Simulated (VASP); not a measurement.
Band structure of PbI2 (space group P-3m1). Calculation: PBE GGA, VASP's PBE PAW potentials (set 64) (plane waves; VASP).

Unless said otherwise, spin-orbit coupling is left out, though it shifts the bands of the heavy elements here.

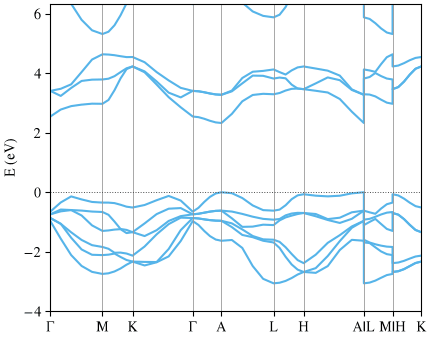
Bands along high-symmetry lines, zero at the valence-band maximum or, without a gap, the Fermi level

Read the plot: is there a gap, and where are the band edges?

The gap is direct, 2.33 eV, from the valence maximum at A to the conduction minimum at A.

The structure comes from a computed database's PbI2 entry; how it stands against other phases isn't given here. The cell was not relaxed at this level.
